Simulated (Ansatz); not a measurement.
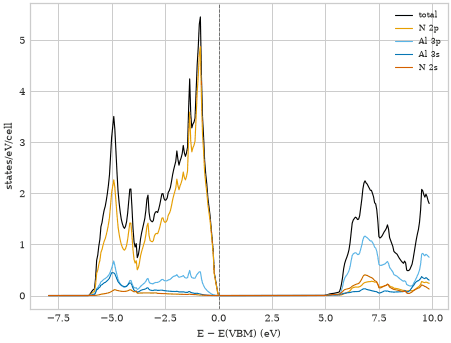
Figure: Total and projected density of states of AlN (wurtzite, space group No. 186), the program Ansatz at the r²SCAN level (PAW)

Problem. Which orbitals carry the states next to the gap?

Solution. Top 1 eV of the valence band: N 2p 91 %, Al 3p 7 %. Bottom 1 eV of the conduction band: Al 3p 38 %, N 2s 29 %, Al 3s 18 %, N 2p 6 %, outside the projected shells 9 %. Projections are on Löwdin-orthogonalised atomic valence shells; empty p or d shells of many metals are not among them.

Problem. Where is the tallest occupied peak in this window, and what makes it?

Solution. Near -0.8 eV, about 5.5 states/eV per cell; the largest projected share is N 2p.

Space group P6_3mc (wurtzite). The r²SCAN relaxation kept the symmetry of its start.

Potentials: the earlier of the program's two PAW sets.
